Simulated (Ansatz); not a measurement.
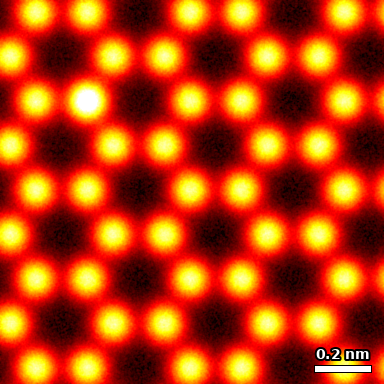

Z-contrast image of Zr (P6_3/mmc, No. 194) along [001]. The image is simulated as a sum over atoms of Z^1.7, blurred by a 1.05 Å probe (no channelling). The probe carries 25 % of its weight in a tail 2.5 times as wide. The display is stretched by a gamma of 0.65; percentages refer to the linear signal. Shot noise was added.

The sample is 3 repeats (15.4 Å) thick. One point defect was put into the perfect crystal, without relaxing the atoms around it. Brightness is counted from the darkest point of the image. Host structure: the geometry relaxed at fixed volume with Ansatz, DFT r2SCAN, scalar-relativistic, plane waves, PAW.

Where is the defect (in Å from the left and the top edge), and what does its contrast suggest?

Answer. At about 3 Å from the left and 4 Å from the top. The column is brighter, which points to a heavier atom. The column holds 3 atoms (Zr) through the sample, and one Zr atom is replaced by Hf, so its peak rises to about 160 % of that of its equals.
